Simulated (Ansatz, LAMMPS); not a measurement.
# Relaxing glassy 82SiO2-11Al2O3-4ZnO-4MgO (mol %) (88 atoms), part 2 of 3

Aim: bring glassy 82SiO2-11Al2O3-4ZnO-4MgO (mol %) (88 atoms) to a nearby minimum of the energy and see what moves.

Ansatz 0.2.0; Kohn-Sham DFT, PBEsol, PAW (set soft_2), plane waves.

The cell: 23 Si, 6 Al, 1 Zn, 1 Mg and 57 O. The quench rate of 6 K/ps is many orders above laboratory rates. The starting topology of bonds comes from the classical model. Sampling is at Γ alone, for a cell whose shortest periodic width is 11 Å.

So far. Step 3 (Single point at the start): Neighbours are counted within 2.16 Å (O-Si), 2.33 Å (O-Al), 2.42 Å (O-Mg), 2.50 Å (O-Zn).

### 4. Cell and atoms relaxed

Cell and atoms are freed together, to release stress as well as forces.

File input.yaml:

```yaml
crystal:
  lattice:
    - [10.56392, 0.0, 0.0]
    - [0.0, 10.56392, 0.0]
    - [0.0, 0.0, 10.56392]
  atoms:
    [... the 88 atom lines of step 3 ...]
kpoints:
  mp_grid: { grid: [1, 1, 1] }
hamiltonian:
  xc: pbesol
scf:
  occupations: { method: gaussian, width: 0.05 }
output:
  forces: true
relax:
  f_tol: 0.05
  max_steps: 200
  cell: {}
```

Started as:

```sh
$ ansatz run input.yaml --threads 4 --pin off --max-ram 8192MiB --backend cpu --events-out ev --progress --plain --runs-dir out
```

Numbers of over 12 decimals in the logs are rounded to 6 here.

Output:

```text
[...]
Crystal: 88 atoms, lattice volume = 1178.896 Å³
Basis set: ecut = 420 eV, 22983 PW (Γ), exchange–correlation on 144×144×144 points (8 copies of the dense FFT grid, shifted against one another)
Bands: 325, of which v1, the nominal top of the filled ones, is band 237 counted from 1 (236 counted from 0)
Symmetry: 1 space group operations
[...]
k-points: 1
[...]
SCF iter   1: F=—  HF=-54691.961642 eV  |F-HF|=—  |Δ(HF+E_count)|=         —  Δρ=1.16e-2  dr2=1.23e0  ethr=1.77e-3  ⟨swp⟩=6.0  Hψ=1554  notcnv=0  defer=43
[...]
SCF iter  10: F=-54691.616623 eV  HF=-54691.616623 eV  |F-HF|=2.18e-8  |Δ(HF+E_count)|=   1.30e-7  Δρ=9.82e-7  dr2=1.35e-8  ethr=2.11e-11  ⟨swp⟩=4.0  Hψ=1011  notcnv=0
SCF 1 converged in 10 iterations: F = -54691.616623 eV  dr2 = 1.35e-8
[...]
relax step   1: F+E_penalty+E_count = -54691.61662284 eV  Δ(F+E_penalty+E_count) = +0.000e0 eV  max|allowed force component| = 6.035e0 eV/Å  Δτ_max = 0.0000 Å  P = +4.713 GPa  Ω = 1178.896 Å³  (10 SCF iters, dr2 threshold 1.00e-7 eV, accepted)
[... from here on, the SCF cycles and remarks between the steps are left out ...]
relax step   2: F+E_penalty+E_count = -54695.18174822 eV  Δ(F+E_penalty+E_count) = -3.565e0 eV  max|allowed force component| = 3.815e0 eV/Å  Δτ_max = 0.0907 Å  P = +2.156 GPa  Ω = 1193.215 Å³  energy of the carried Pulay correction = -5.475e-2 eV  (8 SCF iters, dr2 threshold 8.80e-6 eV, accepted)
relax step   3: F+E_penalty+E_count = -54698.49562384 eV  Δ(F+E_penalty+E_count) = -3.314e0 eV  max|allowed force component| = 9.338e-1 eV/Å  Δτ_max = 0.2000 Å  P = +1.264 GPa  Ω = 1172.233 Å³  energy of the carried Pulay correction = +2.570e-2 eV  (8 SCF iters, dr2 threshold 8.80e-6 eV, accepted)
relax step   4: F+E_penalty+E_count = -54698.68379353 eV  Δ(F+E_penalty+E_count) = -1.882e-1 eV  max|allowed force component| = 9.717e-1 eV/Å  Δτ_max = 0.2000 Å  P = -0.466 GPa  Ω = 1184.653 Å³  energy of the carried Pulay correction = -2.209e-2 eV  (8 SCF iters, dr2 threshold 8.80e-6 eV, accepted)
relax step   5: F+E_penalty+E_count = -54698.81799060 eV  Δ(F+E_penalty+E_count) = -1.342e-1 eV  max|allowed force component| = 5.223e-1 eV/Å  Δτ_max = 0.2000 Å  P = +0.160 GPa  Ω = 1175.856 Å³  energy of the carried Pulay correction = +1.171e-2 eV  (8 SCF iters, dr2 threshold 8.80e-6 eV, accepted)
relax step   6: F+E_penalty+E_count = -54698.94092878 eV  Δ(F+E_penalty+E_count) = -1.229e-1 eV  max|allowed force component| = 2.539e-1 eV/Å  Δτ_max = 0.0917 Å  P = -0.068 GPa  Ω = 1178.376 Å³  energy of the carried Pulay correction = +2.000e-3 eV  (7 SCF iters, dr2 threshold 8.80e-6 eV, accepted)
relax step   7: F+E_penalty+E_count = -54698.95262317 eV  Δ(F+E_penalty+E_count) = -1.169e-2 eV  max|allowed force component| = 1.263e-1 eV/Å  Δτ_max = 0.0178 Å  P = -0.018 GPa  Ω = 1178.117 Å³  energy of the carried Pulay correction = +2.996e-3 eV  (5 SCF iters, dr2 threshold 4.03e-6 eV, accepted)
relax step   8: F+E_penalty+E_count = -54698.97300982 eV  Δ(F+E_penalty+E_count) = -2.039e-2 eV  max|allowed force component| = 2.315e-1 eV/Å  Δτ_max = 0.2000 Å  P = +0.032 GPa  Ω = 1173.451 Å³  energy of the carried Pulay correction = +2.099e-2 eV  (8 SCF iters, dr2 threshold 9.98e-7 eV, accepted)
relax step   9: F+E_penalty+E_count = -54698.99275789 eV  Δ(F+E_penalty+E_count) = -1.975e-2 eV  max|allowed force component| = 7.170e-2 eV/Å  Δτ_max = 0.0733 Å  P = +0.051 GPa  Ω = 1175.778 Å³  energy of the carried Pulay correction = +1.201e-2 eV  (7 SCF iters, dr2 threshold 3.35e-6 eV, accepted)
relax step  10: F+E_penalty+E_count = -54698.98239885 eV  Δ(F+E_penalty+E_count) = +1.036e-2 eV  max|allowed force component| = 5.410e-1 eV/Å  Δτ_max = 0.2000 Å  P = +0.016 GPa  Ω = 1176.275 Å³  energy of the carried Pulay correction = +1.009e-2 eV  (9 SCF iters, dr2 threshold 3.21e-7 eV, rejected (line search))
relax step  11: F+E_penalty+E_count = -54699.00615776 eV  Δ(F+E_penalty+E_count) = -1.340e-2 eV  max|allowed force component| = 7.821e-2 eV/Å  Δτ_max = 0.0980 Å  P = +0.002 GPa  Ω = 1176.278 Å³  energy of the carried Pulay correction = +1.008e-2 eV  (11 SCF iters, accepted)
relax step  12: F+E_penalty+E_count = -54699.00742507 eV  Δ(F+E_penalty+E_count) = -1.267e-3 eV  max|allowed force component| = 2.673e-1 eV/Å  Δτ_max = 0.0919 Å  P = -0.105 GPa  Ω = 1175.541 Å³  energy of the carried Pulay correction = +1.292e-2 eV  (8 SCF iters, dr2 threshold 3.82e-7 eV, rejected (line search))
relax step  13: F+E_penalty+E_count = -54699.01274946 eV  Δ(F+E_penalty+E_count) = -6.592e-3 eV  max|allowed force component| = 2.702e-2 eV/Å  Δτ_max = 0.0459 Å  P = +0.010 GPa  Ω = 1175.683 Å³  energy of the carried Pulay correction = +1.237e-2 eV  (11 SCF iters, accepted)
relax step  14: F+E_penalty+E_count = -54699.02372302 eV  Δ(F+E_penalty+E_count) = -1.097e-2 eV  max|allowed force component| = 2.712e-2 eV/Å  Δτ_max = 0.0000 Å  P = +0.003 GPa  Ω = 1175.683 Å³  stress off target by 9.78e-2 GPa  SCF on the basis re-selected at this cell (its energy is not comparable with the rows above)  (7 SCF iters)
relax step  15: F+E_penalty+E_count = -54699.02591038 eV  Δ(F+E_penalty+E_count) = -2.187e-3 eV  max|allowed force component| = 4.444e-2 eV/Å  Δτ_max = 0.0352 Å  P = -0.009 GPa  Ω = 1175.292 Å³  energy of the carried Pulay correction = +1.326e-3 eV  (9 SCF iters, dr2 threshold 2.39e-8 eV, accepted)
relax step  16: F+E_penalty+E_count = -54699.02735723 eV  Δ(F+E_penalty+E_count) = -1.447e-3 eV  max|allowed force component| = 2.141e-2 eV/Å  Δτ_max = 0.0054 Å  P = -0.001 GPa  Ω = 1175.163 Å³  energy of the carried Pulay correction = +1.841e-3 eV  (7 SCF iters, dr2 threshold 3.50e-8 eV, accepted)
relax step  17: F+E_penalty+E_count = -54699.02553079 eV  Δ(F+E_penalty+E_count) = +1.826e-3 eV  max|allowed force component| = 2.141e-2 eV/Å  Δτ_max = 0.0000 Å  P = -0.003 GPa  Ω = 1175.163 Å³  stress off target by 2.83e-2 GPa  SCF on the basis re-selected at this cell (its energy is not comparable with the rows above)  (5 SCF iters)
basis re-selected at this cell: Δ(F+E_penalty+E_count) = +1.826e-3 eV, ΔP = -0.002 GPa vs the last step (what re-selecting the basis moved, of the pressure what is left beyond the Pulay correction that the steps carried, after the strain that the cell walked since its last selection, [...]
SCF converged after 5 iterations
Free energy (F): -54699.025531 eV
[...]
Internal energy: -54699.025531 eV  (E = F + TS)
E sigma→0 (E₀):  -54699.025531 eV
Fermi energy:    4.838976 eV
[...]
--- Forces (eV/Å), atoms counted from 1 ---
  atom   1  Si    -0.00180867    -0.00097290    -0.00245626
  atom   2  Si     0.00454867     0.00063277    -0.00905849
  atom   3  Si     0.00840658    -0.00762658    -0.01205651
  atom   4  Si    -0.00550750     0.00088822    -0.00741270
  atom   5  Si     0.01792519     0.00133658    -0.00132404
  atom   6  Si    -0.00352166     0.00184218     0.00087311
  atom   7  Si    -0.00288702    -0.01048041    -0.00618376
  atom   8  Si     0.00158220     0.01358792    -0.00402112
  atom   9  Si     0.00271881    -0.00884432    -0.00579634
  atom  10  Si     0.00560431     0.00571289    -0.00113533
  atom  11  Si    -0.00482985    -0.00321773    -0.00126909
  atom  12  Si    -0.00049189    -0.00852734    -0.00182865
  atom  13  Si     0.00053330     0.00016660     0.00519690
  atom  14  Si    -0.00398279     0.00215889    -0.00440853
[...]
atom  87  O     -0.00039817     0.00513707     0.00206595
  atom  88  O     -0.00223997    -0.00113541     0.00252317
  max |Σ_I F_I| component: 1.89e-5 eV/Å
--- Stress (GPa, compression-positive) ---
        0.013252      -0.008529      -0.018031
       -0.008524      -0.018383       0.011245
       -0.018028       0.011243      -0.004213
  P = ⅓ Tr σ = -0.0031 GPa (-0.031 kbar)
--- Relaxed structure (15 steps of the walk, 13 accepted, 2 SCFs on fresh bases) ---
  F+E_penalty+E_count = -54699.02553079 eV   max|allowed force component| = 2.141e-2 eV/Å   (the final SCF, on the basis selected at the relaxed cell)
  cell:  # Å, volume = 1175.1635 Å³
    - [10.612704, -0.053913, -0.076826]
    - [-0.053913, 10.501291, 0.051991]
    - [-0.076826, 0.051991, 10.545670]
  atoms:
    - { symbol: Si, position: [0.695141, 0.578410, 0.742800] }
    - { symbol: Si, position: [0.723324, 0.163388, 0.951666] }
    - { symbol: Si, position: [0.570803, 0.386922, 0.365916] }
    - { symbol: Si, position: [0.912267, 0.036752, 0.141965] }
[...]
- { symbol: O, position: [0.021486, 0.736942, 0.918345] }
```

Elapsed: 3.4 min, on 4 threads of Arm Neoverse V1, shared host; peak memory 1.4 GiB.

Relaxation path:

```
step  energy less that of the first step (eV)  largest force component (eV/Å)  pressure (GPa)  volume (Å³)
   1                                   0.0000                          6.0350            4.71      1178.90
   2                                  -3.5651                          3.8147            2.16      1193.22
   3                                  -6.8790                          0.9338            1.26      1172.23
   4                                  -7.0672                          0.9717           -0.47      1184.65
   5                                  -7.2014                          0.5223            0.16      1175.86
   6                                  -7.3243                          0.2539           -0.07      1178.38
   7                                  -7.3360                          0.1263           -0.02      1178.12
   8                                  -7.3564                          0.2315            0.03      1173.45
   9                                  -7.3761                          0.0717            0.05      1175.78
  10                                  -7.3658                          0.5410            0.02      1176.27
  11                                  -7.3895                          0.0782            0.00      1176.28
  12                                  -7.3908                          0.2673           -0.10      1175.54
  13                                  -7.3961                          0.0270            0.01      1175.68
 14*                                  -7.4071                          0.0271            0.00      1175.68
  15                                  -7.4093                          0.0444           -0.01      1175.29
  16                                  -7.4107                          0.0214            0.00      1175.16
 17*                                  -7.4089                          0.0214            0.00      1175.16
```

Relaxation steps marked * repeat the geometry before them on a plane-wave basis chosen anew for their cell, so energy and pressure can jump there. Relaxation steps 10, 12 were tried and not accepted.

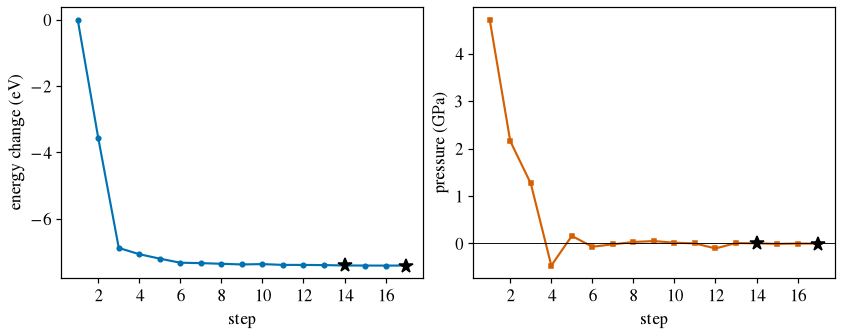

Energy and pressure along the relaxation. Stars mark steps on a basis chosen anew.

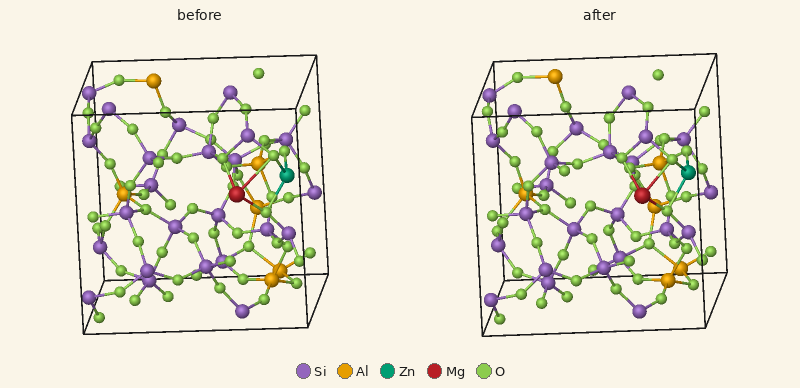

Before and after, at one scale. Bonds to atoms that aren't drawn are left out.

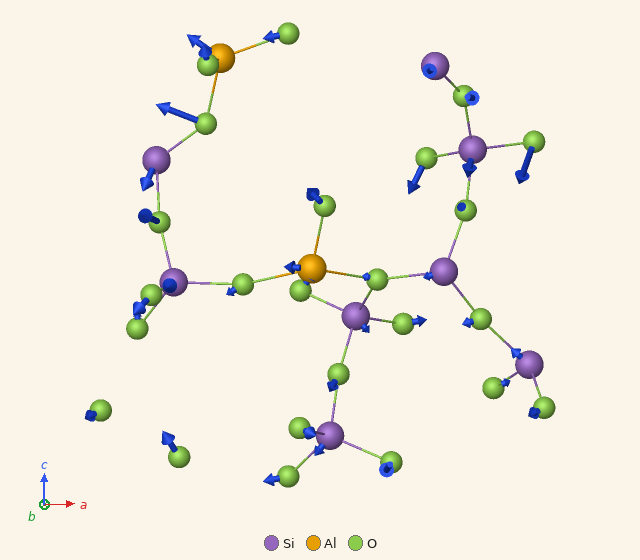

Displacements in the relaxation, exaggerated, measured against the changing cell; the longest in the cell stands for 0.53 Å. Drawn is a slice 4 Å thick, seen along the normal of the ac plane. Bonds to atoms that aren't drawn are left out.

```
     cell as run  before   after  change
           a (Å)  10.564  10.613  +0.5 %
           b (Å)  10.564  10.502  -0.6 %
           c (Å)  10.564  10.546  -0.2 %
           α (°)   90.00   89.43  -0.6 %
           β (°)   90.00   90.83  +0.9 %
           γ (°)   90.00   90.59  +0.7 %
volume (Å³/atom)   13.40   13.35  -0.3 %
```

The atoms that moved most (Å, as changes of fractional coordinates times the final cell):

```
atom      dx      dy      dz  length
 O86  -0.181  -0.483   0.109   0.528
 O32  -0.103   0.285  -0.373   0.481
 O84   0.238  -0.317  -0.205   0.447
 O72  -0.407  -0.035   0.163   0.440
 O66  -0.026   0.353  -0.113   0.371
Mg31   0.115   0.328  -0.007   0.347
 O61   0.003   0.300  -0.150   0.336
 O45   0.247   0.207   0.005   0.322
```

The relaxation changed the energy by -84.2 meV/atom, and atoms moved by 0.21 Å r.m.s., 0.53 Å at most.

### 5. Local order after relaxation

Bonds before and after, by the cutoffs listed below:

```
pair  bonds before  bonds after  mean before (Å)  mean after (Å)  spread before (Å)  spread after (Å)
O-Si            92           92            1.614           1.630              0.064             0.035
O-Al            24           24            1.781           1.783              0.094             0.084
O-Mg             5            5            2.113           2.100              0.211             0.113
O-Zn             4            4            2.053           2.017              0.132             0.121
```

Density 2.56 g/cm³, 13.35 Å³ an atom.

Pair distribution functions g(r), in bins of 0.2 Å:

```
r (Å)  total   O-O   O-Si  O-Al  O-Mg  O-Zn  Si-Si
 1.50   0.78  0.00   2.30  0.00  0.00  0.00   0.00
 1.70   4.06  0.00  10.07  7.25  0.00  0.00   0.00
 1.90   0.35  0.00   0.00  2.79  2.21  4.55   0.00
 2.10   0.14  0.00   0.00  0.32  3.72  3.64   0.00
 2.30   0.05  0.00   0.00  0.00  3.31  0.00   0.00
 2.50   0.50  1.20   0.00  0.00  0.00  0.00   0.00
 2.70   2.06  4.84   0.00  0.00  0.00  0.00   0.00
 2.90   0.79  1.24   0.04  0.34  0.93  0.96   2.28
 3.10   1.02  0.60   0.47  0.56  0.00  0.90   3.92
 3.30   0.92  0.85   0.90  0.99  0.00  1.53   0.51
 3.50   0.59  0.38   0.91  0.80  1.34  0.00   0.00
 3.70   1.08  0.75   1.67  1.50  1.23  1.82   0.13
 3.90   0.97  0.60   1.48  1.44  1.62  0.55   0.35
 4.10   1.35  0.87   2.10  1.71  1.45  0.47   0.83
 4.30   1.10  0.86   1.24  1.26  1.77  2.20   1.25
 4.50   0.86  0.74   0.74  1.48  0.81  2.06   1.05
 4.70   1.05  1.22   0.86  0.81  0.75  1.12   1.12
 4.90   0.92  1.27   0.52  0.63  0.34  1.01   1.62
 5.10   1.12  1.52   0.78  0.57  0.32  0.33   1.50
```

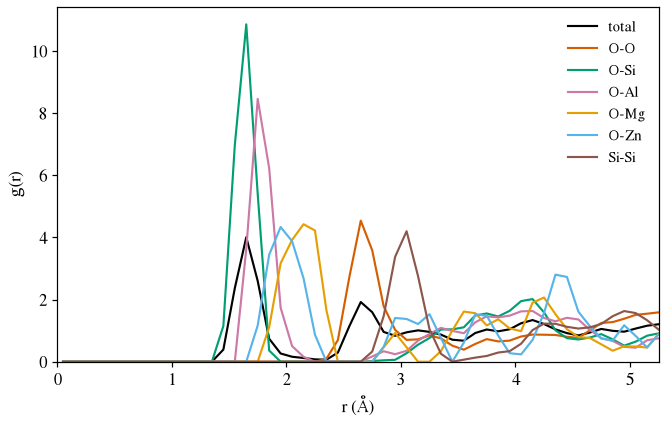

Pair distribution functions, lightly smoothed.

Bonds by pair of elements; cutoffs follow the first minimum of g(r), held within bounds set by covalent radii, and pairs that aren't listed don't count as bonded:

```
pair A-B  cutoff (Å)  bonds  mean length (Å)  spread (Å)  shortest (Å)  B about A  A about B
    O-Si        2.12     92             1.63       0.035          1.56       1.61          4
    O-Al        2.43     24             1.78       0.084          1.71      0.421          4
    O-Mg        2.62      5              2.1       0.113          1.90      0.088          5
    O-Zn         2.5      4             2.02       0.121          1.88       0.07          4
```

How many atoms have how many bonded neighbours:

```
element  mean   2   3   4  5
     Al     4   0   0   6  0
     Mg     5   0   0   0  1
      O  2.19  46  11   0  0
     Si     4   0   0  23  0
     Zn     4   0   0   1  0
```

Bond angles (no mean is given where the spread exceeds 20°):

```
  angle  count  mean (°)  spread (°)
 O-Si-O    138       109         5.2
 O-Al-O     36       110        11.2
Si-O-Si     35       139        13.2
Al-O-Si     26       136        15.3
 O-Mg-O     10         -           -
```

Oxygen atoms by the number of network formers (Si, P, Ge, B, Al, As, Ga) bound to them:

```
network formers bound to O  O atoms  per cent
                         0        0         0
                         1        2       3.5
                         2       51      89.5
                         3        4         7
```

Network units: each former by its oxygen neighbours and how many of them bridge to another former:

```
former  O neighbours  bridging O  atoms
    Si             4           3      2
    Si             4           4     21
    Al             4           4      6
```

Bond length by coordination (bonds to H left out):

```
element  coordination  atoms  mean bond length (Å)
      O             2     46                  1.64
      O             3     11                  1.83
```

Rings of the network by King's shortest-path rule, up to 12 atoms, one path for each pair of neighbours; H, halogens, alkali and alkaline-earth atoms are left out, and the last column divides by all other atoms, bonded or not:

```
ring size (atoms)  rings  per network atom
                4      1             0.011
                6      2             0.023
                8     12             0.138
               10     14             0.161
               12     20              0.23
```

With the cutoffs above, all Al atoms have 4, all Mg atoms have 5, 81 % of O atoms have 2 and all Si atoms have 4 bonded neighbours. The O-Si-O angle averages 109° with a spread of 5°. Counting bonds to Si and Al alone, not to Zn, 90 % of the oxygens join two of these atoms and 4 % one; 7 % join three. The commonest Si unit has 4 oxygens, 4 of them shared with other formers (21 of 23 atoms). Rings of 12 atoms are the most common (41 % of those counted); sizes run from 4 to 12, where the search stops.

[end of part 2 of 3]

[Logs are printed without paths, hosts, clocks, repeated set-up lines and the standing remarks that a program may print on its own settings, such as how far it seeks lower states.]

[Hosts, paths, dates, database ids (printed as entryN), source tags and the programs' standing remarks are cut or masked in the printed files.]
